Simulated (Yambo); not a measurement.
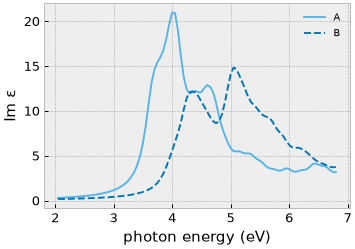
Figure. Two computed absorption spectra of TiO2 (space group Imma, No. 74) (Yambo, LDA bands with the same scissor, field along x)

Axes are Cartesian, with cell vectors (Å) (-2.97, 3.29, 3.29), (2.97, -3.29, 3.29), (2.97, 3.29, -3.29).

Which curve includes the electron-hole attraction (BSE)?

Curve A: the attraction moves weight to lower energy (centre of the plotted range 4.5 eV against 5.1 eV). Settings: 4×4×4 mesh, 17 valence and 13 conduction bands, static screening with 95 bands and a 3 Ry block, scissor 1.47 eV, Tamm-Dancoff. The scissor comes from a G0W0 run whose convergence isn't established. Broadening 0.15 eV. The band window holds all transitions up to 6.8 eV. On this mesh the peak heights and the fine structure are mesh artefacts; only the shift of weight is robust.

Geometry of the Materials Project entry, not relaxed at this level; primitive cell a = 5.5185 Å, b = 5.5185 Å, c = 5.5185 Å, α = 114.80°, β = 106.87°, γ = 106.87°.

This is not the ordinary phase of the substance; no match was found in the copy of COD used, and its stability was not checked.
